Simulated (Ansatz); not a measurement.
# wB97M-V/def2-SVP (core potential) run of InH2OF (SMILES [OH][InH][F])

What is the electronic atomisation energy of InH2OF at wB97M-V/def2-SVP (core potential)? 

Program for the calculation: Ansatz 0.2.0.

37 further runs of the same task are left out: 1 that didn't finish, 36 set aside as unsound or not needed.

## Step 1: The system as given

InH2OF: 5 atoms, total charge 0, spin state singlet. SMILES: `[OH][InH][F]`. The shape is that of a PBE0-D4/def2-TZVP optimisation. This is a higher conformer, about 10 kJ/mol above the lowest found by a separate search.

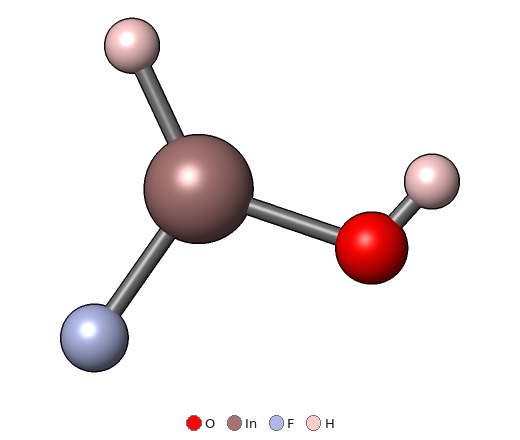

The structure, seen from a chosen angle (oxygen red, indium brown, fluorine light blue, hydrogen pink).

## Step 2: A single-point energy at wB97M-V/def2-SVP (core potential)

Input file input.yaml:

```yaml
crystal:
  periodic: [false, false, false]
  atoms:
    - {symbol: O, position_ang: [-1.279500, -0.345900, -0.577400]}
    - {symbol: In, position_ang: [0.480100, 0.042500, 0.210000]}
    - {symbol: F, position_ang: [1.185900, -1.654700, 0.841500]}
    - {symbol: H, position_ang: [-1.725200, 0.429800, -0.925700]}
    - {symbol: H, position_ang: [1.388500, 1.454700, 0.410200]}
basis:
  gaussian: {orbitals: def2-SVP}
hamiltonian: {xc: {name: wB97M-V}}
accuracy: high
output: {orbitals: {seedname: orbitals}}
```

On the command line:

```sh
$ ansatz run input.yaml --threads 1 --pin off --max-ram 3480MiB --events-out events.jsonl --progress --plain --runs-dir runs
```

Standard output:

```text
Warning: RAYON_NUM_THREADS=1 ignored (pool sized by the plan → 1); use --threads N
Functional definition: wB97M-V
  name "wB97M-V"
  parameter omega = 0.3/bohr
  parameter cx = 0.15
  parameter cx01 = 1.007
  parameter cx10 = 0.259
  parameter css00 = 0.443
  parameter css04 = -1.437
  parameter css10 = -4.535
  parameter css20 = -3.390
  parameter css43 = 4.278
  parameter cos00 = 1.000
  parameter cos10 = 1.358
  parameter cos20 = 2.924
  parameter cos21 = -8.812
  parameter cos60 = -1.390
  parameter cos61 = 9.142
  parameter b = 6.0
  parameter c = 0.01
  gx(w, u) = 1 - cx + cx01*u + cx10*w
  gss(w, u) = css00 + css04*u^4 + css10*w + css20*w^2 + css43*w^4*u^3
  gos(w, u) = cos00 + cos10*w + (cos20 + cos21*u)*w^2 + (cos60 + cos61*u)*w^6
  exchange = spin_sum(e_x_unif_sr(omega)*gx(b97_w, b97_u_x)) + cx*exact_x_sr(omega) + exact_x_lr(omega)
  correlation = spin_sum(e_c_pw_mod_same_spin*gss(b97_w, b97_u_same))
      + integral(e_c_pw_mod_opposite_spin*gos(b97_w_opposite, b97_u_opposite)) + vv10(b, c)
1445 factors; integrals over basis functions are off by at most 3.0e-9 eV
298 factors; integrals over basis functions are off by at most 1.3e-9 eV
mean field evaluation 1: about -9957.0968 eV, gradient 6.0e1 eV
mean field evaluation 2: about -9950.8748 eV, gradient 8.7e1 eV
mean field evaluation 4: about -9963.9830 eV, gradient 3.5e0 eV
mean field evaluation 8: about -9964.0466 eV, gradient 1.1e-1 eV
mean field evaluation 16: about -9964.0467 eV, gradient 9.4e-5 eV
mean field -9964.04667819 eV, -366.1719615501 hartree, gradient 3.3e-8 eV, S^2 0.000000; 0 other end points of the search recorded, 0 dependent functions left out
reference -9964.04668378 eV, -366.1719617553 hartree; 20, 20 occupied and 44, 44 virtual orbitals, 1445 factors
Total energy: -9964.04668378 eV, -366.1719617553 hartree
```

Run time: 54 s. Hardware: 1 thread of Intel Xeon Platinum 8259CL at 2.50GHz (Skylake/Cascade Lake), shared host; peak memory 0.42 GiB.

## Step 3: The F atom at the same level

Input file in.yaml:

```yaml
crystal:
  periodic: [false, false, false]
  atoms:
    - {symbol: F, position_ang: [0.000000, 0.000000, 0.000000]}
basis:
  gaussian:
    orbitals: def2-SVP
magnetization:
  spin_polarized: true
  initial_magnetization: 1
hamiltonian:
  xc: {name: wB97M-V}
accuracy: high
```

Run the same way, it converges to -99.61431 Eh (log not shown).

## Step 4: The H atom

Input file molecule.yaml:

```yaml
crystal:
  periodic: [false, false, false]
  atoms:
    - {symbol: H, position_ang: [0.000000, 0.000000, 0.000000]}
basis:
  gaussian:
    orbitals: def2-SVP
magnetization:
  spin_polarized: true
  initial_magnetization: 1
hamiltonian:
  xc: {name: wB97M-V}
accuracy: high
```

Run the same way, it converges to -0.49171 Eh (log not shown).

## Step 5: The In atom

Input file in.yaml:

```yaml
crystal:
  periodic: [false, false, false]
  atoms:
    - {symbol: In, position_ang: [0.000000, 0.000000, 0.000000]}
basis:
  gaussian: {orbitals: def2-SVP}
total_charge: 0
magnetization: {spin_polarized: true, initial_magnetization: 1}
hamiltonian: {xc: {name: wB97M-V}}
accuracy: high
```

On the command line:

```sh
$ ansatz run in.yaml --threads 1 --pin off --max-ram 3480MiB --events-out events.jsonl --progress --plain --runs-dir runs
```

Standard output, shortened:

```text
Warning: RAYON_NUM_THREADS=1 ignored (pool sized by the plan → 1); use --threads N
[... 2 set-up lines as earlier in the session ...]
[...]
  gx(w, u) = 1 - cx + cx01*u + cx10*w
  gss(w, u) = css00 + css04*u^4 + css10*w + css20*w^2 + css43*w^4*u^3
  gos(w, u) = cos00 + cos10*w + (cos20 + cos21*u)*w^2 + (cos60 + cos61*u)*w^6
[...]
      + integral(e_c_pw_mod_opposite_spin*gos(b97_w_opposite, b97_u_opposite)) + vv10(b, c)
230 factors; integrals over basis functions are off by at most 1.2e-9 eV
102 factors; integrals over basis functions are off by at most 7.1e-10 eV
[...]
mean field -5171.68640721 eV, -190.0559699698 hartree, gradient 4.6e-8 eV, S^2 0.752401; 0 other end points of the search recorded, 0 dependent functions left out
reference -5171.68640919 eV, -190.0559700427 hartree; 11, 10 occupied and 15, 16 virtual orbitals, 230 factors
Total energy: -5171.68640919 eV, -190.0559700427 hartree
```

Run time: 19 s. Hardware: 1 thread of Intel Xeon Platinum 8259CL at 2.50GHz (Skylake/Cascade Lake), shared host; peak memory 0.37 GiB.

## Step 6: The O atom, same level

Input file in.yaml:

```yaml
crystal:
  periodic: [false, false, false]
  atoms:
    - {symbol: O, position_ang: [0.000000, 0.000000, 0.000000]}
basis:
  gaussian: {orbitals: def2-SVP}
magnetization: {spin_polarized: true, initial_magnetization: 2}
hamiltonian: {xc: {name: wB97M-V}}
accuracy: high
```

Run the same way, it converges to -74.98020 Eh (log not shown).

## Step 7: Results

At wB97M-V/def2-SVP (core potential):

| quantity | value |
| --- | --- |
| molecule: total energy | -366.17196 Eh |
| molecule: HOMO energy | -11.05 eV |
| molecule: LUMO energy | 0.40 eV |
| molecule: HOMO–LUMO gap | 11.45 eV |
| F atom: total energy | -99.61431 Eh |
| F atom: ⟨S²⟩ | 0.751 |
| H atom: total energy | -0.49171 Eh |
| H atom: ⟨S²⟩ | 0.750 |
| In atom: total energy | -190.05597 Eh |
| In atom: ⟨S²⟩ | 0.752 |
| O atom: total energy | -74.98020 Eh |
| O atom: ⟨S²⟩ | 2.003 |
| electronic atomisation energy | 14.641 eV |

In words: Taking the molecule apart into free atoms costs 14.64 eV (338 kcal/mol), before zero-point energy and without spin-orbit coupling.
